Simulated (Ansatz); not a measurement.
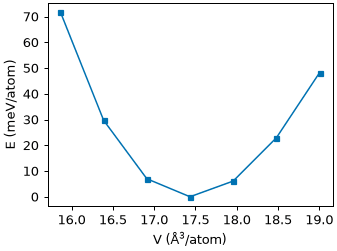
InPd (CsCl type, Pm-3m) under volume change, the program Ansatz at the r²SCAN level (PAW), scaled uniformly.

Question: What does a third-order Birch–Murnaghan fit give for V₀, B₀ and B′?

Answer: V₀ = 17.43 Å³/atom, B₀ = 132 GPa, B′ = 5.6.

The cell was relaxed with r²SCAN under the symmetry of its start; of distortions, only those at the zone centre were tested. The run is not spin-polarised.

Potentials: the later of the program's two PAW sets.
